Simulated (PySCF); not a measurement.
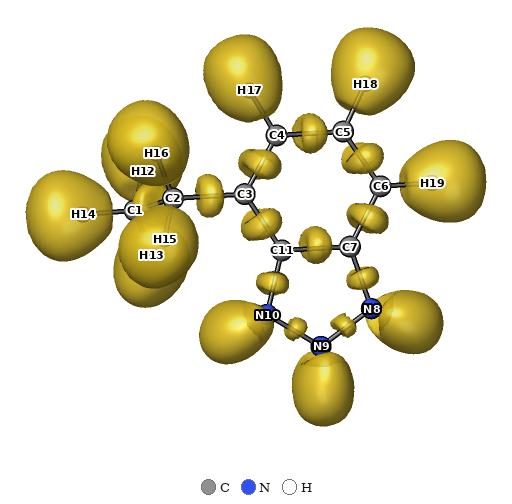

*C$_{8}$H$_{8}$N$_{3}$ (charge −1). Isosurface of the electron localisation function at 0.8 (yellow), seen across its widest extent. Only the valence region is drawn (cores and ρ < 0.01 e/Å³ removed).*

Geometry: GFN2-xTB.

Method: PySCF 2.14.0, PBE0/pcSseg-1, SCF density, gas phase, non-relativistic.

```xyz
19

C     2.5564    0.1258   -0.5052
C     1.6282    0.4995    0.6506
C     0.2236    0.0454    0.3658
C    -0.2922   -1.1251    0.8771
C    -1.5937   -1.5619    0.5831
C    -2.4300   -0.8442   -0.2379
C    -1.9419    0.3455   -0.7774
N    -2.4766    1.2734   -1.6032
N    -1.5554    2.1926   -1.7847
N    -0.4352    1.9538   -1.1405
C    -0.6108    0.7888   -0.4759
H     2.5682   -0.9544   -0.6477
H     2.1943    0.5916   -1.4182
H     3.5759    0.4645   -0.3167
H     1.6340    1.5860    0.7667
H     1.9927    0.0434    1.5783
H     0.3241   -1.7341    1.5329
H    -1.9378   -2.4941    1.0214
H    -3.4335   -1.1872   -0.4608
```

Q: What do the ELF domains correspond to?

A: The ELF exceeds this value in eight regions between bonded C–C atoms (shared pairs), two regions between bonded C–N atoms (shared pairs), two regions between bonded N–N atoms (shared pairs), eight regions around hydrogen nuclei and three lobes on N, pointing away from the bonds (lone pairs).

Values along the shortest contacts:
N–N (1.31 Å): the ELF peaks at about 0.90 between the atoms, as expected for a covalent bond. C–N (1.35 Å): the ELF peaks at about 0.90 between the atoms: a covalent bond.
